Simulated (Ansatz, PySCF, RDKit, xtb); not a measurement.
# AlSi2H7O3: ranking a sample of isomers

A sample of isomers of AlSi2H7O3 is drawn. Aim: find which of them has the lowest free energy at 298.15 K, then its properties. The sample is small against all isomers, and the most stable one of this formula need not be in it.

The funnel: GFN2-xTB relaxations, single points with a density functional, relaxations at PBE0-D4/def2-SVP, harmonic vibrations (at GFN2-xTB), and a last energy at a higher level. All values are calculated.

1 further run of the same task is left out (set aside as unsound or not needed).

## Step 1: Drawing up candidates

Isomers were drawn by moving bonds and hydrogen atoms under normal valences; this is a sample, not all of them. O–O, O–halogen and N–halogen bonds and N–N–N chains are not drawn. That gives 12 candidates. 16 further drawn patterns joined in a later round (c102, c155, c593, c928, c406, c244, c066, c340 and others).

| label | SMILES | spin |
| --- | --- | --- |
| c047 | [OH][AlH][O][SiH2]O[SiH3] | singlet |
| c052 | O[SiH](O)O[SiH2][AlH2] | singlet |
| c299 | [OH][AlH][Si@H](O)O[SiH3] | singlet |
| c374 | [OH][Al]([OH])[O][SiH2][SiH3] | singlet |
| c556 | [OH][AlH][Si@H](O)[SiH2]O | singlet |
| c727 | [OH][AlH][SiH2]O[SiH2]O | singlet |
| c775 | O[SiH2][AlH][SiH](O)O | singlet |
| c827 | O[SiH2][O][AlH][O][SiH3] | singlet |
| c859 | O[SiH2][Al]([OH])[O][SiH3] | singlet |
| c905 | [OH][Al]([O][SiH3])[O][SiH3] | singlet |
| c922 | O[SiH2][O][AlH][SiH2]O | singlet |
| c942 | O[SiH2]O[Si@H](O)[AlH2] | singlet |

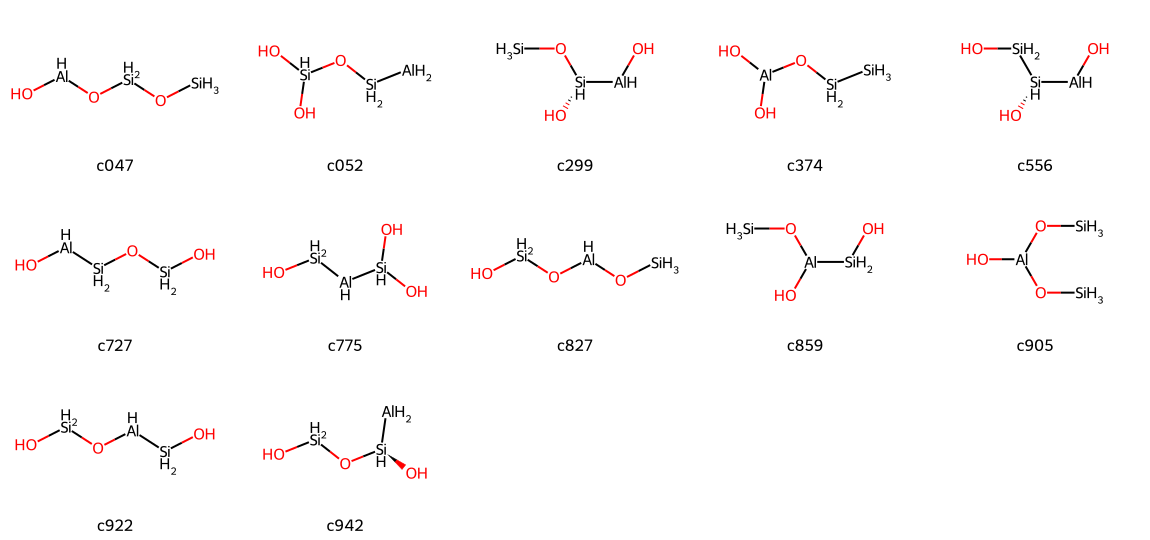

Structural formulas of the candidates.

Candidates are built by distance geometry, with a force field where one applies, in up to four conformers (letters a to d).

## Step 2: Cheap relaxation of all starts

All 80 starts are relaxed the same way. One of them, c155a (drawn by moving bonds of c859b, generation 1, embedded by distance geometry and UFF), in full:

start.xyz reads:

```xyz
13
c155a
Al     0.571018    -1.029366     1.611859
O      0.668822    -0.396577    -2.763187
O      1.163462    -1.275632    -0.145536
O      1.458395     0.254572     2.647428
Si     0.262578    -0.259601    -1.092803
Si    -1.232619    -2.252221     2.466086
H      0.470609    -1.380681    -2.913413
H      0.504436     1.163933    -0.694252
H     -1.181465    -0.551395    -0.970924
H      0.911303     1.056088     2.466681
H     -1.506957    -1.858400     3.810452
H     -2.392227    -2.031232     1.620273
H     -0.920950    -3.738950     2.408838
```

The run is started by

```console
$ xtb start.xyz --gfn 2 --opt
```

Log, cut to the lines that bear on the results:

```text
* xtb version 6.7.1
[...]
          :  # basis functions                  49          :
[...]
          :  # electrons                        36          :
[...]
          :  Hamiltonian                  GFN2-xTB          :
[...]
          :  net charge                          0          :
          :  unpaired electrons                  0          :
[...]
   *** convergence criteria satisfied after 14 iterations ***
[...]
   *** GEOMETRY OPTIMIZATION CONVERGED AFTER 32 ITERATIONS ***
[...]
   *** convergence criteria satisfied after 3 iterations ***
[...]
         ::                     SUMMARY                     ::
         :::::::::::::::::::::::::::::::::::::::::::::::::::::
         :: total energy             -20.540029830986 Eh    ::
         :: gradient norm              0.000643655477 Eh/a0 ::
         :: HOMO-LUMO gap              3.934225111621 eV    ::
         ::.................................................::
         :: SCC energy               -20.685218544275 Eh    ::
         :: -> isotropic ES            0.119214683526 Eh    ::
         :: -> anisotropic ES          0.004686753907 Eh    ::
         :: -> anisotropic XC         -0.002514761910 Eh    ::
         :: -> dispersion             -0.007865928802 Eh    ::
         :: repulsion energy           0.145188713289 Eh    ::
         :: add. restraining           0.000000000000 Eh    ::
         :: total charge              -0.000000000000 e     ::
         :::::::::::::::::::::::::::::::::::::::::::::::::::::
[...]
        18        2.0000           -0.3671124              -9.9896 (HOMO)
        19                         -0.2225323              -6.0554 (LUMO)
[...]
          | TOTAL ENERGY              -20.540029830986 Eh   |
          | GRADIENT NORM               0.000643655477 Eh/α |
          | HOMO-LUMO GAP               3.934225111621 eV   |
           -------------------------------------------------
[...]
```

It took 0.26 s on 2 threads of Arm Neoverse V1, shared host.

## Step 3: What the search left

80 of the 80 relaxations converged; the search merged 9 into others by its test of bonds and energy. 71 distinct structures remain, the lowest 22 here:

| label | start | SMILES after | spin | energy (kcal/mol) | note |
| --- | --- | --- | --- | --- | --- |
| c047a | drawn | [OH][AlH][O][SiH2]O[SiH3] | singlet | 0.0 |  |
| c047d | drawn | [OH][AlH][O][SiH2]O[SiH3] | singlet | 1.9 |  |
| c047c | drawn | [OH][AlH][O][SiH2]O[SiH3] | singlet | 1.9 |  |
| c047b | drawn | [OH][AlH][O][SiH2]O[SiH3] | singlet | 2.0 |  |
| c827d | drawn | O[SiH2][O][AlH][O][SiH3] | singlet | 6.5 |  |
| c827c | drawn | O[SiH2][O][AlH][O][SiH3] | singlet | 6.5 |  |
| c827a | drawn | O[SiH2][O][AlH][O][SiH3] | singlet | 6.6 |  |
| c066b | drawn | O[SiH2]O[SiH2][O][AlH2] | singlet | 11.2 |  |
| c905c | drawn | [OH][Al]([O][SiH3])[O][SiH3] | singlet | 12.2 |  |
| c327a | drawn | O[SiH]([O][AlH2])O[SiH3] | singlet | 13.2 |  |
| c327b | drawn | O[SiH]([O][AlH2])O[SiH3] | singlet | 14.6 |  |
| c299a | drawn | [OH][SiH][AlH]([OH])[O][SiH3] ‡ | singlet | 41.4 | bonds changed |
| c340b | drawn | [OH][Al]([OH])[SiH2]O[SiH3] | singlet | 42.3 |  |
| c340a | drawn | [OH][Al]([OH])[SiH2]O[SiH3] | singlet | 42.4 |  |
| c406a | drawn | [OH][SiH][AlH]([OH])[O][SiH3] ‡ | singlet | 42.5 | bonds changed |
| c727a | drawn | [OH][SiH2][O]1[SiH2][AlH]1[OH] ‡ | singlet | 46.1 | bonds changed |
| c727b | drawn | [OH][SiH2][O]1[SiH2][AlH]1[OH] ‡ | singlet | 46.2 | bonds changed |
| c244b | drawn | [OH][Si]([OH])[AlH2][O][SiH3] ‡ | singlet | 46.6 | bonds changed |
| c859b | drawn | O[SiH2][Al]([OH])[O][SiH3] | singlet | 47.1 |  |
| c859c | drawn | O[SiH2][Al]([OH])[O][SiH3] | singlet | 47.5 |  |
| c859d | drawn | O[SiH2][Al]([OH])[O][SiH3] | singlet | 47.6 |  |
| c155a | drawn | O[SiH2][O][Al]([OH])[SiH3] | singlet | 47.6 |  |

‡ marks the bonded skeleton alone, with all bonds drawn single: no Lewis structure was assigned that passes a check against the bond lengths.

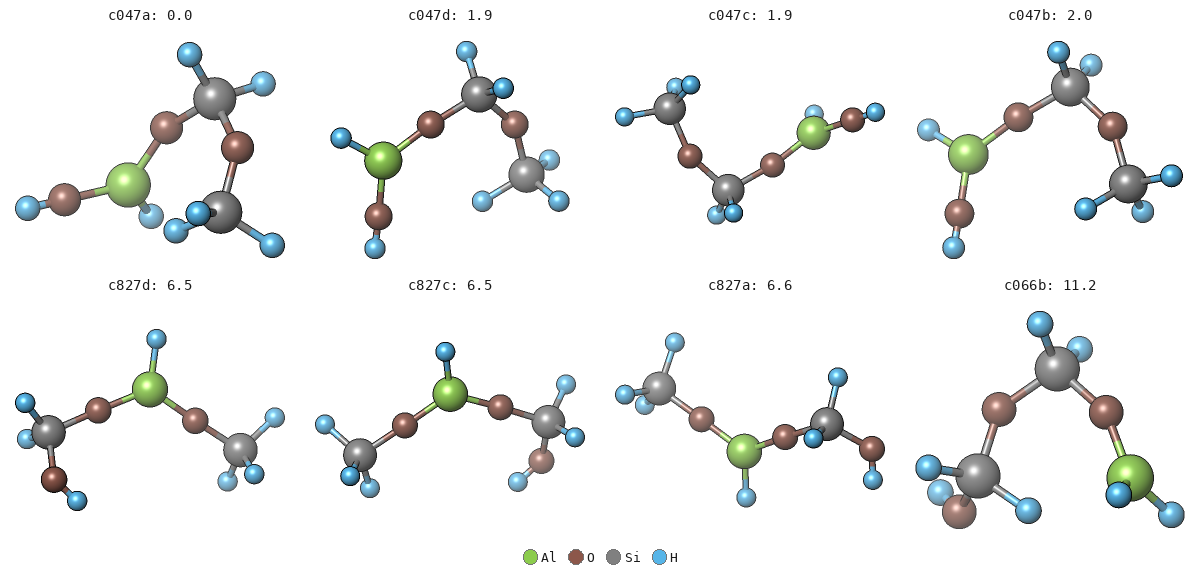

The 8 lowest minima that did not fall apart, with their GFN2-xTB energies in kcal/mol.

## Step 4: Single points on the low minima

A choice of the minima (the low ones first, few conformers of a pattern, up to a cap) and the lowest that fell apart get a single point at r2SCAN-D4/def2-SVP on the tight-binding geometry, and one at HF/STO-3G for comparison. Some singlets are also tried as triplets at the same geometry (label ending in t). Within 30 kcal/mol but not screened, among others: c047c, c047b, c827a. The first, c905c:

input.yaml reads:

```yaml
crystal:
  periodic: [false, false, false]
  atoms:
    - {symbol: Al, position_ang: [0.025347, -0.149335, 0.024463]}
    - {symbol: O, position_ang: [-0.578517, 0.356706, 1.470354]}
    - {symbol: O, position_ang: [1.623822, -0.590071, -0.207146]}
    - {symbol: O, position_ang: [-1.002527, -0.228207, -1.287987]}
    - {symbol: Si, position_ang: [3.115687, -1.056078, -0.645936]}
    - {symbol: Si, position_ang: [-1.957029, -0.319438, -2.599248]}
    - {symbol: H, position_ang: [-0.400089, 0.543456, 2.380857]}
    - {symbol: H, position_ang: [3.883297, 0.168351, -0.886401]}
    - {symbol: H, position_ang: [3.645876, -1.818140, 0.488273]}
    - {symbol: H, position_ang: [3.012746, -1.879607, -1.852080]}
    - {symbol: H, position_ang: [-3.267375, -0.789538, -2.143088]}
    - {symbol: H, position_ang: [-1.337446, -1.267589, -3.529257]}
    - {symbol: H, position_ang: [-2.026787, 1.029950, -3.165519]}
basis:
  gaussian:
    orbitals: def2-SVP
hamiltonian:
  xc: {name: r2SCAN}
  dispersion: d4
scf:
  lower_state_search: "off"
output: {orbitals: {seedname: orbitals}}
```

The run is started by

```console
$ ansatz run input.yaml --threads 2 --pin off --max-ram 6090MiB --events-out events.jsonl --progress --plain --runs-dir runs
```

Log, cut to the lines that bear on the results:

```text
Warning: RAYON_NUM_THREADS=2 ignored (pool sized by the plan → 2); use --threads N
Functional definition: r2SCAN
  name "r2SCAN"
[...]
1420 factors; their error is unknown
[...]
mean field -28596.44032924 eV, -1050.8997987360 hartree, gradient 2.3e-6 eV, S^2 0.000000; 0 other end points of the search recorded, 0 dependent functions left out
reference -28596.44034408 eV, -1050.8997992816 hartree; 36, 36 occupied and 95, 95 virtual orbitals, 1420 factors
Total energy: -28596.51544043 eV, -1050.9025590216 hartree
Checks for a lower state left out: stability, starts, cluster_reference, orbital_swaps, neighbouring_geometries, increment
```

Wall time 3.9 s (2 threads of Arm Neoverse V1, shared host); peak memory 0.17 GiB.

Relative energies in kcal/mol, each column from its lowest structure that stays in one piece:

| label | SMILES | spin | GFN2-xTB | HF/STO-3G | r2SCAN-D4/def2-SVP |
| --- | --- | --- | --- | --- | --- |
| c905c | [OH][Al]([O][SiH3])[O][SiH3] | singlet | 12.2 | 0.0 | 0.0 |
| c827d | O[SiH2][O][AlH][O][SiH3] | singlet | 6.5 | 5.4 | 6.8 |
| c827c | O[SiH2][O][AlH][O][SiH3] | singlet | 6.5 | 5.4 | 6.9 |
| c047a | [OH][AlH][O][SiH2]O[SiH3] | singlet | 0.0 | 18.1 | 10.4 |
| c047d | [OH][AlH][O][SiH2]O[SiH3] | singlet | 1.9 | 19.3 | 10.9 |
| c327a | O[SiH]([O][AlH2])O[SiH3] | singlet | 13.2 | 10.1 | 13.9 |
| c327b | O[SiH]([O][AlH2])O[SiH3] | singlet | 14.6 | 10.7 | 15.9 |
| c066b | O[SiH2]O[SiH2][O][AlH2] | singlet | 11.2 | 15.5 | 18.4 |
| c905ct | [OH][Al]([O][SiH3])[O][SiH3] | triplet | – | – | 139.1 |
| c827dt | O[SiH2][O][AlH][O][SiH3] | triplet | – | – | 151.0 |

Measured from c905c, GFN2-xTB misplaces c047a by 23 kcal/mol against r2SCAN-D4/def2-SVP, so minima dropped on its energies alone could hide the lowest isomer.

## Step 5: A second relaxation of flagged starts

The search flagged some starts as rearranged, broken or without a Lewis structure after GFN2-xTB; these are relaxed at r2SCAN-D4/def2-SVP instead (label ending in r). The first, c052ar:

input.yaml reads:

```yaml
crystal:
  periodic: [false, false, false]
  atoms:
    - {symbol: Al, position_ang: [-0.199005, -2.863444, 3.225311]}
    - {symbol: O, position_ang: [0.201136, -0.730455, -2.464360]}
    - {symbol: O, position_ang: [1.221625, 0.981481, -0.462201]}
    - {symbol: O, position_ang: [0.135618, -1.594188, 0.202219]}
    - {symbol: Si, position_ang: [0.002665, -0.221362, -0.861061]}
    - {symbol: Si, position_ang: [-0.360433, -1.073631, 1.748342]}
    - {symbol: H, position_ang: [-0.528222, -1.328597, -2.632224]}
    - {symbol: H, position_ang: [-1.322556, 0.426333, -0.699320]}
    - {symbol: H, position_ang: [0.963993, 1.718580, -1.038363]}
    - {symbol: H, position_ang: [0.445703, 0.054533, 2.202111]}
    - {symbol: H, position_ang: [-1.746963, -0.652703, 1.712956]}
    - {symbol: H, position_ang: [1.224904, -3.551726, 3.506441]}
    - {symbol: H, position_ang: [-1.473108, -3.423803, 4.042504]}
basis:
  gaussian:
    orbitals: def2-SVP
hamiltonian:
  xc: r2scan
  dispersion: d4
scf:
  lower_state_search: "off"
relax:
  f_tol: 0.01
output: {orbitals: {seedname: orbitals}}
```

The run is started by

```console
$ ansatz run input.yaml --threads 2 --pin off --max-ram 6090MiB --events-out events.jsonl --progress --plain --runs-dir runs
```

Log, cut to the lines that bear on the results:

```text
Warning: RAYON_NUM_THREADS=2 ignored (pool sized by the plan → 2); use --threads N
[...]
[... 2 set-up lines as earlier in the session ...]
[...]
1420 factors; their error is unknown
[...]
mean field -28593.28793486 eV, -1050.7839503796 hartree, gradient 1.9e-6 eV, S^2 0.000000; 0 other end points of the search recorded, 0 dependent functions left out
[...]
reference -28593.28794933 eV, -1050.7839509112 hartree; 36, 36 occupied and 95, 95 virtual orbitals, 1420 factors
[...]
Atom 9 at     0.882087    -0.062478     2.442093 Å, force    -0.002404    -0.001989    -0.001031 eV/Å
Atom 10 at    -1.501159    -0.014412     2.283090 Å, force     0.001748    -0.001730    -0.000832 eV/Å
Atom 11 at    -0.262327    -4.400943     2.191165 Å, force    -0.000798     0.003162     0.001619 eV/Å
Atom 12 at    -0.596798    -3.169563     4.622920 Å, force     0.000102    -0.000292    -0.001885 eV/Å
Dipole moment:     0.243194    -0.254248     0.153541 e Å
Checks for a lower state left out: stability, starts, cluster_reference, orbital_swaps, neighbouring_geometries, increment
```

Wall time 6 min (2 threads of Arm Neoverse V1, shared host); peak memory 0.17 GiB.

Energies at r2SCAN-D4/def2-SVP after that relaxation, from the lowest structure of the screen (which was not relaxed at this level):

| label | SMILES | spin | energy (kcal/mol) |
| --- | --- | --- | --- |
| c052ar | O[SiH](O)O[SiH2][AlH2] | singlet | 52.2 |
| c775ar | O[SiH2][AlH][SiH](O)O | singlet | 79.8 |

## Step 6: Refinement at PBE0-D4/def2-SVP

4 candidates are relaxed at PBE0-D4/def2-SVP (chosen among the lowest in one piece). The first, c905c:

input.yaml reads:

```yaml
basis:
  gaussian: {orbitals: def2-SVP}
crystal:
  periodic: [false, false, false]
  atoms:
    - {symbol: Al, position_ang: [0.025347, -0.149335, 0.024463]}
    - {symbol: O, position_ang: [-0.578517, 0.356706, 1.470354]}
    - {symbol: O, position_ang: [1.623822, -0.590071, -0.207146]}
    - {symbol: O, position_ang: [-1.002527, -0.228207, -1.287987]}
    - {symbol: Si, position_ang: [3.115687, -1.056078, -0.645936]}
    - {symbol: Si, position_ang: [-1.957029, -0.319438, -2.599248]}
    - {symbol: H, position_ang: [-0.400089, 0.543456, 2.380857]}
    - {symbol: H, position_ang: [3.883297, 0.168351, -0.886401]}
    - {symbol: H, position_ang: [3.645876, -1.818140, 0.488273]}
    - {symbol: H, position_ang: [3.012746, -1.879607, -1.852080]}
    - {symbol: H, position_ang: [-3.267375, -0.789538, -2.143088]}
    - {symbol: H, position_ang: [-1.337446, -1.267589, -3.529257]}
    - {symbol: H, position_ang: [-2.026787, 1.029950, -3.165519]}
relax: {f_tol: 0.006}
hamiltonian: {xc: {name: PBE0}, dispersion: d4}
scf: {lower_state_search: off}
```

The run is started by

```console
$ ansatz run input.yaml --threads 2 --pin off --max-ram 6090MiB --events-out events.jsonl --progress --plain --runs-dir runs
```

Log, cut to the lines that bear on the results:

```text
Warning: RAYON_NUM_THREADS=2 ignored (pool sized by the plan → 2); use --threads N
[...]
Functional definition: PBE0
  name "PBE0"
[...]
1301 factors; integrals over basis functions are off by at most 5.3e-4 eV
[...]
mean field -28585.02430941 eV, -1050.4802677455 hartree, gradient 5.9e-6 eV, S^2 0.000000; 0 other end points of the search recorded, 0 dependent functions left out
[...]
Atom 9 at     3.075699    -1.866487    -1.780082 Å, force     0.000940    -0.000259    -0.000262 eV/Å
Atom 10 at    -3.346086    -0.788790    -2.093604 Å, force    -0.000059    -0.000500     0.000905 eV/Å
Atom 11 at    -1.573694    -1.231755    -3.690702 Å, force    -0.000610     0.000039     0.000032 eV/Å
Atom 12 at    -2.208825     1.057324    -3.189907 Å, force    -0.000481     0.000528     0.000400 eV/Å
Dipole moment:     0.168333     0.006883     0.202982 e Å
Checks for a lower state left out: stability, starts, cluster_reference, orbital_swaps, neighbouring_geometries, increment
```

Run time: 53 s. Hardware: 2 threads of Arm Neoverse V1, shared host; peak memory 0.28 GiB.

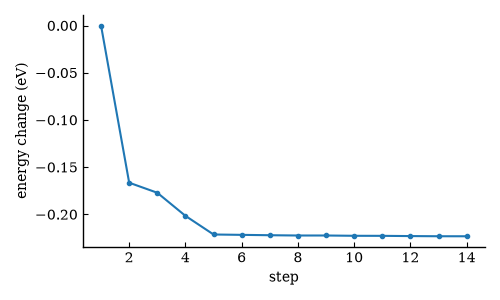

Energy along the run, all evaluated steps.

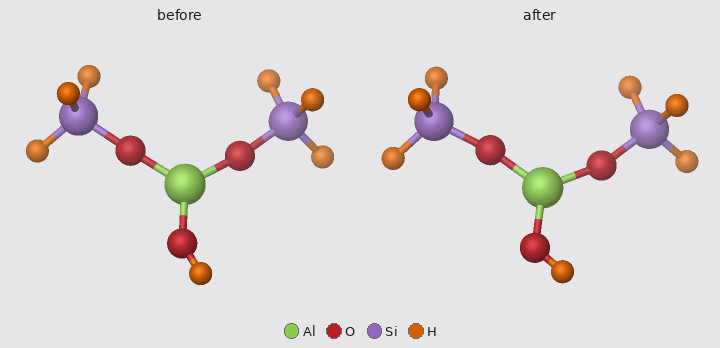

Before and after, at one scale.

After the run. Bond lengths: Al1–O2 1.690 Å, Al1–O3 1.689 Å, Al1–O4 1.682 Å, O3–Si5 1.647 Å, O4–Si6 1.645 Å, O2–H7 0.958 Å, Si5–H8 1.495 Å, Si5–H9 1.494 Å, Si5–H10 1.495 Å, Si6–H11 1.495 Å, Si6–H12 1.495 Å, Si6–H13 1.495 Å. Some angles: O2–Al1–O3 121.1°, O2–Al1–O4 118.5°, O3–Al1–O4 120.3°, Al1–O3–Si5 163.7°, Al1–O4–Si6 170.9°, Al1–O2–H7 124.2°, O3–Si5–H8 110.1°, O3–Si5–H9 109.8°, O3–Si5–H10 110.9°, O4–Si6–H11 110.7°.

## Step 7: Ranking at PBE0-D4/def2-SVP

| label | spin | r2SCAN-D4/def2-SVP (kcal/mol) | PBE0-D4/def2-SVP, relaxed (kcal/mol) | time | note |
| --- | --- | --- | --- | --- | --- |
| c905c | singlet | 0.0 | 0.0 | 53 s |  |
| c827d | singlet | 6.8 | 4.8 | 3.8 min |  |
| c827c | singlet | 6.9 | 4.8 | 3.6 min | same minimum as c827d |
| c047a | singlet | 10.4 | 6.2 | 1.9 min |  |

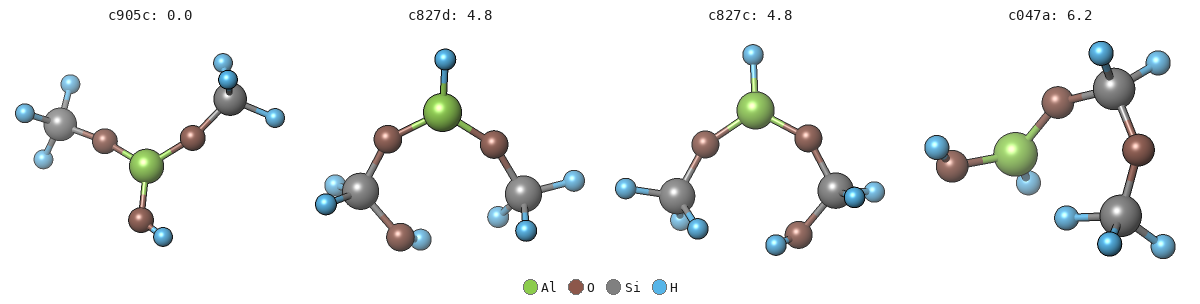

The relaxed structures, with energies at PBE0-D4/def2-SVP in kcal/mol.

## Step 8: Vibrations and thermal terms

The lowest few go on as finalists. In this search the thermal terms come from GFN2-xTB at its own nearest minimum. The first, c905c:

start.xyz reads:

```xyz
13
c905c
Al     0.027667    -0.147047    -0.009600
O     -0.704820     0.386773     1.416853
O      1.666280    -0.553695    -0.049785
O     -0.912114    -0.267206    -1.399836
Si     3.161664    -1.043340    -0.534600
Si    -2.027588    -0.307400    -2.607538
H     -0.247917     0.485878     2.253035
H      4.029314     0.143461    -0.804664
H      3.797423    -1.867256     0.537713
H      3.075699    -1.866487    -1.780082
H     -3.346086    -0.788790    -2.093604
H     -1.573694    -1.231755    -3.690702
H     -2.208825     1.057324    -3.189907
```

The run is started by

```console
$ xtb start.xyz --gfn 2 --ohess tight
```

Log, cut to the lines that bear on the results:

```text
[...]
         ::                     SUMMARY                     ::
         :::::::::::::::::::::::::::::::::::::::::::::::::::::
         :: total energy             -20.596477758430 Eh    ::
         :: gradient norm              0.000166132523 Eh/a0 ::
         :: HOMO-LUMO gap              3.940802267478 eV    ::
         ::.................................................::
         :: SCC energy               -20.743323784484 Eh    ::
         :: -> isotropic ES            0.140438655277 Eh    ::
         :: -> anisotropic ES          0.003714272617 Eh    ::
         :: -> anisotropic XC         -0.003548715212 Eh    ::
         :: -> dispersion             -0.008012561460 Eh    ::
         :: repulsion energy           0.146846026054 Eh    ::
         :: add. restraining           0.000000000000 Eh    ::
         :: total charge              -0.000000000000 e     ::
         :::::::::::::::::::::::::::::::::::::::::::::::::::::
[...]
          | TOTAL ENERGY              -20.596477758430 Eh   |
          | TOTAL ENTHALPY            -20.515379185934 Eh   |
          | TOTAL FREE ENERGY         -20.567182769610 Eh   |
          | GRADIENT NORM               0.000166107386 Eh/α |
[...]
```

It took 0.45 s on 2 threads of Arm Neoverse V1, shared host.

## Step 9: Thermal terms of the finalists

As xtb prints them, at 298.15 K, with its own treatment of low modes:

| label | SMILES | spin | lowest mode (cm⁻¹) | zero-point (kcal/mol) | G − E (kcal/mol) |
| --- | --- | --- | --- | --- | --- |
| c905c | [OH][Al]([O][SiH3])[O][SiH3] | singlet | 5i | 42.9 | 18.4 |
| c827d | O[SiH2][O][AlH][O][SiH3] | singlet | 6i | 43.3 | 19.7 |
| c047a | [OH][AlH][O][SiH2]O[SiH3] | singlet | 62 | 43.5 | 20.9 |

c905c, c827d keep an imaginary mode, a small one that points to a nearly free motion; the harmonic terms are rough for it.

[end of part 1 of 2]
